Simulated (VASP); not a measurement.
Consider the following.

```yaml
crystal:
  lattice:
    - [1.76874, -3.06355, 0.00000]
    - [1.76874, 3.06355, 0.00000]
    - [0.00000, 0.00000, 5.43340]
  atoms:
    - { symbol: Er, position: [0.33333, 0.66667, 0.25000] }
    - { symbol: Er, position: [0.66667, 0.33333, 0.75000] }
```

Calculation: PBE GGA with D3 dispersion (zero damping), VASP's PBE PAW potentials (set 64) (plane waves; VASP). Run with 520 eV cut-off, 13×13×8 Γ-centred mesh, tetrahedra with Blöchl corrections, potentials Er_3.

The 4f electrons are frozen in the core of the lanthanide potential, so 4f levels, which can set the real gap, and their magnetism are missing.

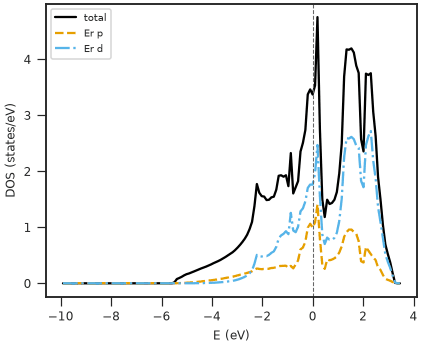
Figure. Total and projected density of states, zero at the Fermi level

Within 2 eV below the Fermi level the largest weight inside VASP's projection spheres is Er d, then Er p.

It has no gap at this level: it comes out as a metal or semimetal.

The compound is Er in the hcp structure. It was relaxed first.
